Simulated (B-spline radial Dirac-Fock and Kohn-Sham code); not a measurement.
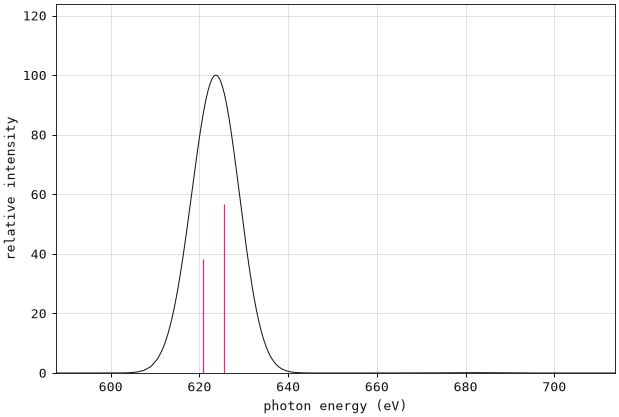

Fig. 1. X-ray emission lines that fill an M1 (3s) hole, broadened by a Gaussian of 11 eV full width. Lines at much lower energy are not shown. Multiplet splitting by the open shell is left out. The figure is for Pd⁴⁺, configuration [Kr] 4d6, inside a Watson sphere of charge −4 and radius 2 Å that stands in for a crystal. Method: independent-particle rates on relativistic LDA orbitals of the hole state (multipoles to L = 3), energies from Dirac–Fock ΔSCF (computed with a radial B-spline solver). Widths ruled by Coster–Kronig decay come out up to twice the measured ones in this model.

What can be read from it?

The strongest line is M1-N3 at 625.4 eV with 50.5 % of the photons, then M1-N2 at 620.7 eV (34 %), M1-N5 at 680.6 eV (0.056 %), M1-N4 at 679.9 eV (0.039 %). The hole has a width of 7.38 eV and a fluorescence yield of 1.93 × 10⁻⁴.
